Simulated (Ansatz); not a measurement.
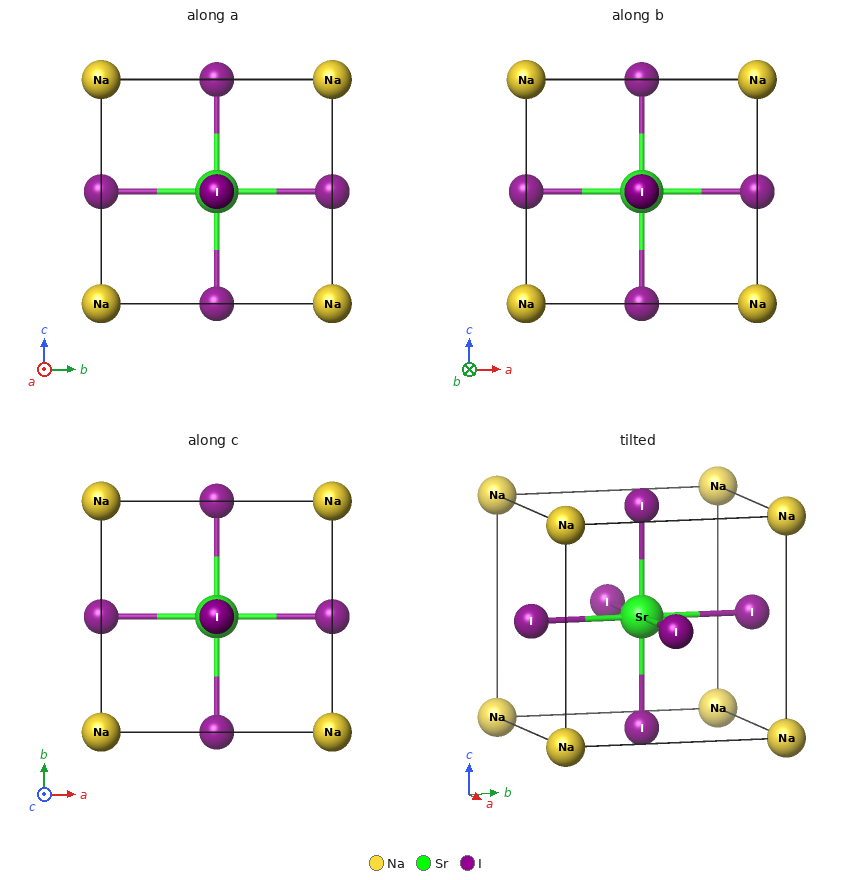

An orthographic ball-and-stick view of the structure, along the a axis, along the b axis, along the c axis and slightly off an axis. One conventional unit cell is framed, with atoms on its boundary repeated.

Lattice parameters: a = 6.558 Å, b = 6.558 Å, c = 6.361 Å, α = 90.00°, β = 90.00°, γ = 90.00°.

> Transcribe the picture into a table of Wyckoff sites.

Space group P4/mmm (No. 123).
```json
{"atom": "Na", "site": "1a", "x": "0.0000", "y": "0.0000", "z": "0.0000"}
{"atom": "Sr", "site": "1d", "x": "0.5000", "y": "0.5000", "z": "0.5000"}
{"atom": "I", "site": "1c", "x": "0.5000", "y": "0.5000", "z": "0.0000"}
{"atom": "I", "site": "2e", "x": "0.5000", "y": "0.0000", "z": "0.5000"}
```

Starting structure: a structure type filled with these elements by a generator (whether the compound takes this form wasn't checked). The cell was then strained or its atoms displaced on purpose. A calculation with Ansatz used it as input.
